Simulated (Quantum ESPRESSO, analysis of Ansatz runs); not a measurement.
**LaOF (R-3m), nudged elastic band: F_i by the interstitialcy path (q = −1) (Quantum ESPRESSO)**

How high is the barrier when F changes place in LaOF (R-3m)? The case: F_i by the interstitialcy path, charge −1, in a cell of 36 host atoms with 1 F put in.

Method: Quantum ESPRESSO plane-wave DFT, PBEsol, GBRV 1.5 PBEsol potentials; nudged elastic band between two relaxed defect structures at fixed charge in a uniform background, in Quantum ESPRESSO 7.5.

### 1. Starting point

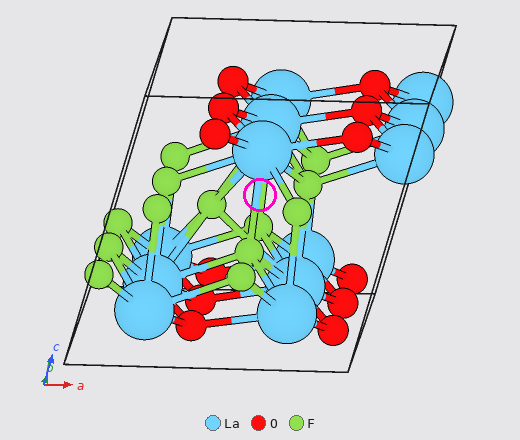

The starting structure, seen from a free direction (lanthanum blue, oxygen red, fluorine green). A ring marks the centre wherever it is empty.

The cell holds 37 atoms: 12 La, 12 O and 13 F. Cell: a = 8.030 Å, b = 12.045 Å, c = 7.078 Å, α = 73.5°, β = 73.5°, γ = 60.0°. It derives from LaOF (space group R-3m). Nearest the centre at fractional (0.907, 0.438, 0.556): F11 at 1.23 Å, F37 at 1.24 Å, F24 at 2.29 Å, F30 at 2.30 Å, O27 at 2.39 Å, La7 at 2.48 Å, La26 at 2.51 Å, La20 at 2.51 Å. The cell carries charge −1.

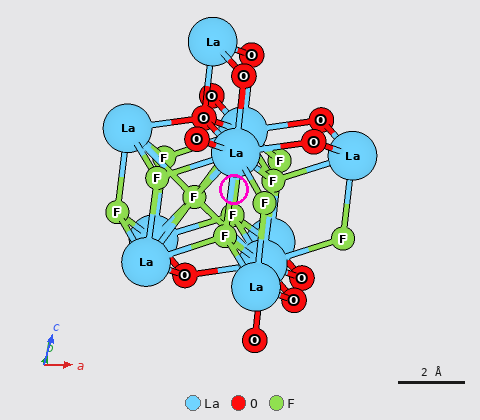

The atoms within 5 Å of the centre. A ring marks the centre wherever it is empty.

The cell's shortest repeat is 7.1 Å.

### 2. Relaxation of the start point, charge −1

A barrier is counted from a minimum, so both ends are relaxed first. Small random displacements break the symmetry of the ideal sites, so that the defect can distort if it gains by it. The charge of −1 is set by the electron count, and a uniform background keeps the cell neutral.

Contents of pw.in:

```
&CONTROL
  calculation = 'relax'
  prefix = 'pwscf'
  outdir = './tmp'
  pseudo_dir = './pseudo'
  tprnfor = .true.
  disk_io = 'low'
  nstep = 70
  forc_conv_thr = 0.00078
  etot_conv_thr = 0.0001
/
&SYSTEM
  ibrav = 0
  nat = 37
  ntyp = 3
  ecutwfc = 40
  ecutrho = 324
  nbnd = 152
  occupations = 'fixed'
  tot_charge = -1
  nosym = .true.
/
&ELECTRONS
  conv_thr = 4d-08
  electron_maxstep = 100
  mixing_beta = 0.5
/
&IONS
  ion_dynamics = 'bfgs'
/
ATOMIC_SPECIES
La   138.9055 la_pbesol_v1.uspp.F.UPF
O     15.9990 o_pbesol_v1.2.uspp.F.UPF
F     18.9984 f_pbesol_v1.4.uspp.F.UPF
CELL_PARAMETERS angstrom
  -4.0151640879    6.9544679700    0.0000000000
 -12.0454922638    0.0000000000    0.0000000000
  -2.0075820440    1.1590779950    6.6877466598
ATOMIC_POSITIONS crystal
La     0.1309280958    0.0873817991    0.2220863249
La     0.3706658305    0.2490681601    0.7768329498
O      0.1898963149    0.1229874899    0.8714336428
O      0.3085623376    0.2104491482    0.1300158101
F      0.0603548117    0.0440913442    0.6123880828
F      0.4362042814    0.2905600270    0.3910050781
La     0.1265203996    0.4216896723    0.2276582098
La     0.3750228097    0.5789688344    0.7752472139
O      0.1901129876    0.4574352265    0.8727489687
O      0.3093431090    0.5403747436    0.1350543614
F      0.0646628992    0.3759985752    0.6170711178
F      0.4388374207    0.6221465562    0.3843169350
La     0.1274185420    0.7532958646    0.2297599049
La     0.3730526581    0.9133312168    0.7777384636
O      0.1887256754    0.7896819161    0.8698530266
O      0.3128706301    0.8730661015    0.1274064803
F      0.0615359026    0.7106662418    0.6101531422
F      0.4350400013    0.9596182283    0.3851951887
La     0.6295823166    0.0846972949    0.2223402560
La     0.8707874447    0.2448514935    0.7768882312
O      0.6899681096    0.1228897776    0.8686461787
O      0.8074994641    0.2093092974    0.1330897573
F      0.5682754618    0.0428184765    0.6100036238
F      0.9319378618    0.2928380488    0.3863682946
La     0.6274447363    0.4187214555    0.2229688151
La     0.8696561887    0.5831338135    0.7757109305
O      0.6883000911    0.4569524868    0.8675763400
O      0.8090239274    0.5396325047    0.1319373253
F      0.5677096893    0.3755382233    0.6150302614
F      0.9328507733    0.6238248302    0.3847556315
La     0.6259140831    0.7546925857    0.2280677832
La     0.8745063076    0.9118841021    0.7724141257
O      0.6892745747    0.7946054957    0.8684722763
O      0.8124037015    0.8738089063    0.1351044361
F      0.5670407101    0.7107166486    0.6095121530
F      0.9337633362    0.9572787846    0.3915598266
F      0.7483732131    0.5023653199    0.4968985851
K_POINTS gamma
```

Run with:

```sh
$ OMP_NUM_THREADS=1 mpirun -n 8 pw.x -in pw.in > pw.out
```

What it wrote:

```text
[shortened: banners, details of potentials and solvers, and blank lines are left out]
     gamma-point specific algorithms are used
     one sub-group per band group will be used
     scalapack distributed-memory algorithm (size of sub-group:  2*  2 procs)
     bravais-lattice index     =            0
     lattice parameter (alat)  =      15.1751  a.u.
     unit-cell volume          =    3780.6361 (a.u.)^3
     number of atoms/cell      =           37
     number of atomic types    =            3
     number of electrons       =       296.00
     number of Kohn-Sham states=          152
     kinetic-energy cutoff     =      40.0000  Ry
     charge density cutoff     =     324.0000  Ry
     scf convergence threshold =      4.0E-08
     mixing beta               =       0.5000
     number of iterations used =            8  plain     mixing
     energy convergence thresh.=      1.0E-04
     force convergence thresh. =      7.8E-04
     Exchange-correlation= SLA  PW   PSX  PSC
                           (   1   4  10   8   0   0   0)
     nstep                     =           70
     crystal axes: (cart. coord. in units of alat)
               a(1) = (  -0.500000   0.866025   0.000000 )
               a(2) = (  -1.500000   0.000000   0.000000 )
               a(3) = (  -0.250000   0.144338   0.832811 )
     PseudoPot. # 1 for La read from file:
     la_pbesol_v1.uspp.F.UPF
     Pseudo is Ultrasoft + core correction, Zval = 11.0
[...]
PseudoPot. # 2 for O  read from file:
     o_pbesol_v1.2.uspp.F.UPF
     Pseudo is Ultrasoft + core correction, Zval =  6.0
[...]
PseudoPot. # 3 for F  read from file:
     f_pbesol_v1.4.uspp.F.UPF
     Pseudo is Ultrasoft, Zval =  7.0
     atomic species   valence    mass     pseudopotential
     La               11.00   138.90550     La( 1.00)
     O                 6.00    15.99900     O ( 1.00)
     F                 7.00    18.99840     F ( 1.00)
     No symmetry found
     site n.     atom                  positions (alat units)
         1        La     tau(   1) = (  -0.2520583   0.1454425   0.1849560  )
         2        La     tau(   2) = (  -0.7531434   0.4331322   0.6469551  )
         3        O      tau(   3) = (  -0.4972878   0.2902356   0.7257397  )
         4        O      tau(   4) = (  -0.5024589   0.2859890   0.1082786  )
         5        F      tau(   5) = (  -0.2494114   0.1406594   0.5100036  )
         6        F      tau(   6) = (  -0.7516935   0.4342007   0.3256334  )
         7        La     tau(   7) = (  -0.7527093   0.1424295   0.1895963  )
         8        La     tau(   8) = (  -1.2497765   0.4366766   0.6456345  )
[...]
number of k points=     1
                       cart. coord. in units 2pi/alat
        k(    1) = (   0.0000000   0.0000000   0.0000000), wk =   2.0000000
     Dense  grid:   186178 G-vectors     FFT dimensions: (  90, 135,  80)
     Smooth grid:    64583 G-vectors     FFT dimensions: (  64,  96,  54)
     Check: negative core charge=   -0.000001
     starting charge     294.6473, renormalised to     296.0000
     Self-consistent Calculation
     iteration #  1     ecut=    40.00 Ry     beta= 0.50
     total energy              =   -2245.59158179 Ry
     estimated scf accuracy    <       9.38573269 Ry
     iteration #  2     ecut=    40.00 Ry     beta= 0.50
     total energy              =   -2248.02594365 Ry
     estimated scf accuracy    <       7.47452671 Ry
     iteration #  3     ecut=    40.00 Ry     beta= 0.50
     total energy              =   -2249.27524417 Ry
     estimated scf accuracy    <       0.20367655 Ry
[...]
c_bands:  1 eigenvalues not converged
[...]
estimated scf accuracy    <       0.00000854 Ry
[... 102 further cycles ...]
     iteration #  5     ecut=    40.00 Ry     beta= 0.50
     total energy              =   -2249.49684850 Ry
     estimated scf accuracy    <          9.0E-09 Ry
     iteration #  6     ecut=    40.00 Ry     beta= 0.50
     total energy              =   -2249.49684851 Ry
     estimated scf accuracy    <          1.8E-09 Ry
     iteration #  7     ecut=    40.00 Ry     beta= 0.50
     End of self-consistent calculation
          k = 0.0000 0.0000 0.0000 (  8057 PWs)   bands (ev):
   -21.0858 -20.9710 -20.9336 -20.9093 -20.9014 -20.8595 -20.8457 -20.8374
   -20.8258 -20.7870 -20.7650 -20.7442 -13.5970 -13.5726 -13.4767 -13.4728
   -13.4505 -13.4099 -13.3981 -13.3491 -13.2381 -13.1338 -13.1092 -12.9900
   -11.3513  -8.1720  -8.0520  -8.0336  -8.0244  -7.9657  -7.8759  -7.8159
    -7.8084  -7.6308  -7.5565  -7.5392  -6.4679  -4.9091  -4.8753  -4.8231
    -4.7833  -4.7700  -4.7626  -4.7542  -4.6646  -4.6520  -4.6179  -4.6118
    -4.5955  -4.5833  -4.5793  -4.5596  -4.5517  -4.5279  -4.4742  -4.4730
    -4.3851  -4.3788  -4.3443  -4.3286  -4.3056  -4.2717  -3.5006  -3.4899
[...]
highest occupied, lowest unoccupied level (ev):     8.8984   13.3402
!    total energy              =   -2249.49684851 Ry
     estimated scf accuracy    <          2.1E-10 Ry
     The total energy is the sum of the following terms:
     one-electron contribution =    -404.36675171 Ry
     hartree contribution      =     399.68039512 Ry
     xc contribution           =    -796.31303593 Ry
     ewald contribution        =   -1448.49745599 Ry
     convergence has been achieved in   7 iterations
     Forces acting on atoms (cartesian axes, Ry/au):
     atom    1 type  1   force =    -0.00052396   -0.00031377    0.00019367
     atom    2 type  1   force =    -0.00071016   -0.00020573    0.00008617
     atom    3 type  2   force =     0.00014218   -0.00006726   -0.00088482
     atom    4 type  2   force =    -0.00019352   -0.00009146    0.00009128
     atom    5 type  3   force =     0.00016151   -0.00025999   -0.00020385
     atom    6 type  3   force =     0.00003260    0.00003042    0.00010722
     atom    7 type  1   force =    -0.00003689    0.00014368   -0.00063344
     atom    8 type  1   force =     0.00032715    0.00012427    0.00058137
[...]
Total force =     0.003300     Total SCF correction =     0.000044
     Energy error            =      2.7E-05 Ry
     Gradient error          =      8.8E-04 Ry/Bohr
     number of scf cycles    =  14
     number of bfgs steps    =  13
     energy             old  =   -2249.4968213607 Ry
     energy             new  =   -2249.4968485060 Ry
     CASE: energy            _new < energy            _old
     new trust radius        =       0.0038346914 bohr
     new conv_thr            =       0.0000000004 Ry
ATOMIC_POSITIONS (crystal)
La               0.1302701529        0.0831547810        0.2253222902
La               0.3690742026        0.2481634725        0.7801170193
O                0.1859681901        0.1255241615        0.8716081095
O                0.3091694143        0.2097152738        0.1327532996
F                0.0641163730        0.0419470459        0.6149497005
F                0.4367547729        0.2901471343        0.3860896807
La               0.1193361061        0.4222774290        0.2277303056
La               0.3801059556        0.5778748794        0.7727111921
[...]
Check: negative core charge=   -0.000001
     Self-consistent Calculation
     iteration #  1     ecut=    40.00 Ry     beta= 0.50
     total energy              =   -2249.49686203 Ry
     estimated scf accuracy    <       0.00000881 Ry
     iteration #  2     ecut=    40.00 Ry     beta= 0.50
     total energy              =   -2249.49686375 Ry
     estimated scf accuracy    <       0.00000086 Ry
     iteration #  3     ecut=    40.00 Ry     beta= 0.50
     total energy              =   -2249.49686388 Ry
     estimated scf accuracy    <       0.00000015 Ry
[...]
estimated scf accuracy    <       0.00000003 Ry
     iteration #  5     ecut=    40.00 Ry     beta= 0.50
     total energy              =   -2249.49686392 Ry
     estimated scf accuracy    <          6.1E-09 Ry
     iteration #  6     ecut=    40.00 Ry     beta= 0.50
     total energy              =   -2249.49686393 Ry
     estimated scf accuracy    <          9.0E-10 Ry
     iteration #  7     ecut=    40.00 Ry     beta= 0.50
     End of self-consistent calculation
          k = 0.0000 0.0000 0.0000 (  8057 PWs)   bands (ev):
   -21.0851 -20.9668 -20.9346 -20.9109 -20.9004 -20.8606 -20.8464 -20.8376
   -20.8281 -20.7867 -20.7654 -20.7447 -13.5971 -13.5729 -13.4745 -13.4711
   -13.4496 -13.4050 -13.3963 -13.3460 -13.2329 -13.1329 -13.1124 -12.9892
   -11.3466  -8.1719  -8.0511  -8.0355  -8.0248  -7.9678  -7.8762  -7.8166
    -7.8097  -7.6332  -7.5607  -7.5408  -6.4698  -4.9093  -4.8753  -4.8230
    -4.7837  -4.7688  -4.7615  -4.7549  -4.6648  -4.6520  -4.6179  -4.6116
    -4.5954  -4.5830  -4.5797  -4.5602  -4.5509  -4.5286  -4.4745  -4.4736
    -4.3857  -4.3797  -4.3444  -4.3289  -4.3057  -4.2715  -3.4996  -3.4912
[...]
highest occupied, lowest unoccupied level (ev):     8.8988   13.3386
!    total energy              =   -2249.49686393 Ry
     estimated scf accuracy    <          2.8E-10 Ry
     The total energy is the sum of the following terms:
     one-electron contribution =    -404.38918011 Ry
     hartree contribution      =     399.69309468 Ry
     xc contribution           =    -796.31303981 Ry
     ewald contribution        =   -1448.48773868 Ry
     convergence has been achieved in   7 iterations
     Forces acting on atoms (cartesian axes, Ry/au):
     atom    1 type  1   force =    -0.00047049   -0.00026526    0.00056915
     atom    2 type  1   force =    -0.00032362   -0.00012342   -0.00005835
     atom    3 type  2   force =     0.00016813    0.00010656   -0.00067736
     atom    4 type  2   force =    -0.00029118    0.00005290    0.00006993
     atom    5 type  3   force =     0.00025929   -0.00024862   -0.00018875
     atom    6 type  3   force =    -0.00003561   -0.00001446    0.00006884
     atom    7 type  1   force =     0.00011463   -0.00027083   -0.00035793
     atom    8 type  1   force =     0.00002591    0.00044614    0.00036975
[...]
Total force =     0.002605     Total SCF correction =     0.000056
     Energy error            =      1.5E-05 Ry
     Gradient error          =      6.8E-04 Ry/Bohr
     bfgs converged in  15 scf cycles and  14 bfgs steps
     (criteria: energy <  1.0E-04 Ry, force <  7.8E-04 Ry/Bohr)
     End of BFGS Geometry Optimization
     Final energy             =   -2249.4968639261 Ry
Begin final coordinates
ATOMIC_POSITIONS (crystal)
La               0.1302701529        0.0831547810        0.2253222902
La               0.3690742026        0.2481634725        0.7801170193
O                0.1859681901        0.1255241615        0.8716081095
O                0.3091694143        0.2097152738        0.1327532996
F                0.0641163730        0.0419470459        0.6149497005
F                0.4367547729        0.2901471343        0.3860896807
La               0.1193361061        0.4222774290        0.2277303056
La               0.3801059556        0.5778748794        0.7727111921
[...]
End final coordinates
   JOB DONE.
```

Elapsed: 2.9 min, on 8 MPI ranks of Arm Neoverse V2, shared host; peak memory 2.4 GiB.

Relaxation path:

```
step  energy less that of the first step (eV)
   0                                   0.0000
   1                                  -0.7113
   2                                  -1.1452
   3                                  -1.3295
   4                                  -1.3818
   5                                  -1.4263
   6                                  -1.4336
   7                                  -1.4386
   8                                  -1.4414
   9                                  -1.4435
  10                                  -1.4449
  11                                  -1.4459
  12                                  -1.4465
  13                                  -1.4469
  14                                  -1.4471
```

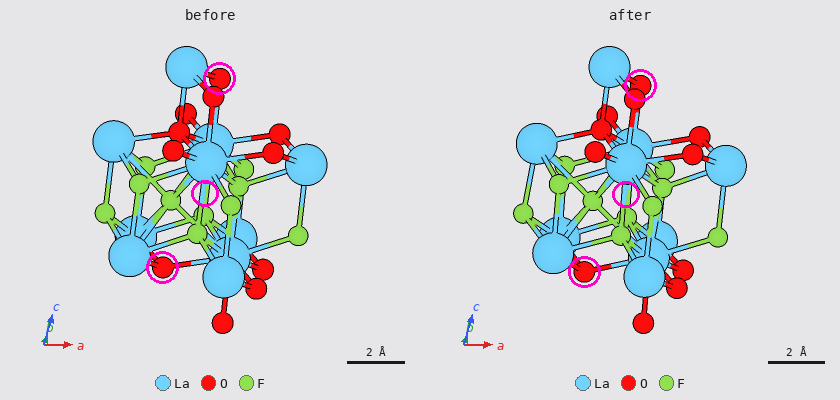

Before and after: the atoms that start within 5 Å of the centre. O28, which moves most, is ringed if it is among them. A ring with no atom in it marks the empty centre.

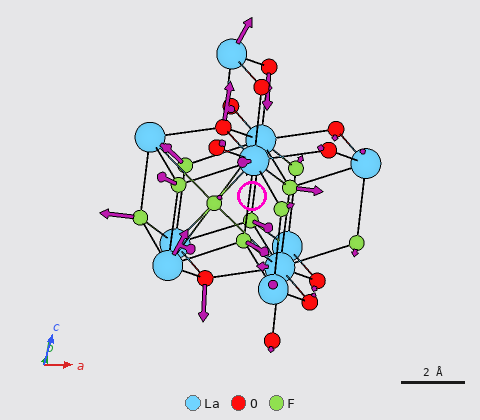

Displacements in the relaxation near the centre, exaggerated; the longest in the cell stands for 0.17 Å. A ring marks the centre wherever it is empty.

The atoms that moved most (Å):

```
atom      dx      dy      dz  length
 O28  -0.035   0.009  -0.164   0.167
 O27  -0.012   0.006   0.166   0.166
 F24   0.122   0.100  -0.017   0.159
 F30  -0.121   0.076  -0.044   0.149
 F12  -0.019  -0.146  -0.004   0.147
 F35  -0.097  -0.093   0.050   0.143
 F29   0.112  -0.074   0.045   0.142
La25  -0.050   0.045   0.108   0.127
```

The relaxed structure:

```xyz
37
Lattice="-4.0152 6.9545 0.0000 -12.0455 0.0000 0.0000 -2.0076 1.1591 6.6877" Properties=species:S:1:pos:R:3 pbc="T T T"
La   -1.9770    1.1671    1.5069
La   -6.0373    3.4709    5.2172
O    -4.0085    2.3036    5.8291
O    -4.0340    2.3040    0.8878
F    -1.9973    1.1587    4.1126
F    -6.0237    3.4849    2.5821
La   -6.0229    1.0939    1.5230
La  -10.0383    3.5391    5.1677
O    -8.0316    2.3332    5.8099
O    -8.0287    2.3020    0.8791
F    -6.0128    1.2803    4.1291
F   -10.0463    3.3513    2.5660
La  -10.0260    1.1646    1.4743
La  -14.0863    3.4698    5.1883
O   -12.0289    2.3306    5.8060
O   -12.0550    2.3338    0.8665
F   -10.0376    1.1471    4.1128
F   -14.0662    3.4764    2.5833
La   -4.0141    4.6366    1.4994
La   -8.1159    6.9104    5.1653
O    -6.0232    5.8229    5.8227
O    -6.0296    5.7871    0.8908
F    -4.0181    4.6320    4.1011
F    -7.9226    7.0292    2.5667
La   -8.0603    4.6668    1.5990
La  -12.0137    6.9199    5.0888
O   -10.0215    5.7982    5.9680
O   -10.0479    5.7886    0.7188
F    -7.9258    4.5865    4.1585
F   -12.1530    7.0097    2.5294
La  -11.9563    4.6817    1.5300
La  -16.0608    6.9528    5.1954
O   -14.0460    5.8029    5.8038
O   -14.0524    5.7659    0.8722
F   -12.1580    4.5573    4.1264
F   -16.0580    6.9599    2.5929
F   -10.0500    5.7936    3.3414
```

Neighbours of F37 at the end:

```
atom  distance (Å)
 F30         2.561
 F12         2.562
 F11         2.565
 F35         2.567
 F29         2.576
 F24         2.579
 O28         2.623
 O27         2.627
```

Read from the output:

| Item | Value |
| --- | --- |
| highest filled level | 8.899 eV |
| lowest empty level | 13.34 eV |
| r.m.s. move of the farther half of the atoms | 0.02239 Å |
| largest move from the ideal geometry of this structure, a common shift of the far atoms taken out | 0.1608 Å |

The relaxation gained 1.447 eV and ended with a largest force component of 0.017 eV/Å.

[end of part 1 of 3]

[Logs are printed without paths, hosts, clocks, repeated set-up lines and the standing remarks that a program may print on its own settings, such as how far it seeks lower states.]

[Hosts, paths, dates, database ids (printed as entryN), source tags and the programs' standing remarks are cut or masked in the printed files.]
